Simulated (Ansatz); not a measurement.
**Al2O3: pressure series**

Take Al₂O₃ in the corundum structure (space group R-3c, No. 167; a = 4.773 Å, c = 13.013 Å (hexagonal axes)) as the base.

Cell and atoms are relaxed at each pressure.

The values are results of PBEsol in Ansatz (plane waves to 420 eV, PAW, no SOC), earlier PAW set, not measurements.

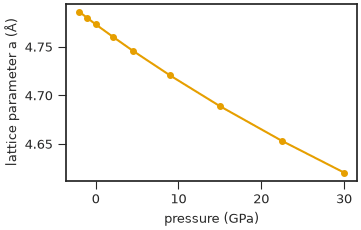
Lattice parameter a against pressure

**Question.** From the plot, what is the lattice parameter a for pressure 9 GPa?

**Answer.** About 4.72 Å.

**Question.** Is the trend monotonic over the range shown?

**Answer.** Yes, it falls throughout, spanning 462.1 pm to 478.6 pm.

Load acts through the strain it causes; cell and atoms are relaxed under it. Whether these cells are dynamically stable was not tested. Competing high-pressure phases were not computed.

Ansatz is a program for electronic structure.
